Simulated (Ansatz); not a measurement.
Take MgSe in the rock salt structure (space group Fm-3m, No. 225; a = 5.472 Å) as the base. Axes: x, y, z lie along the cube axes.

The change: biaxial strain −0.83 %, plane normal [111], relaxed out of plane (Cartesian); in-plane vectors clamped, the third vector and the atoms free.

Calculations: plane-wave PAW DFT at the r2SCAN level (Ansatz, an electronic-structure program, 500 eV), spin-orbit coupling left out.

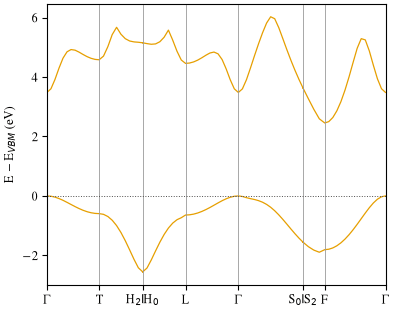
Fig. 1. Highest valence and lowest conduction band along the path of the changed cell's own zone

From the figure, how large is the changed gap, and is it direct?

About 2.5 eV, indirect, Γ → F.

Stability against distortions was not tested. k-point labels follow each cell's own Brillouin zone.
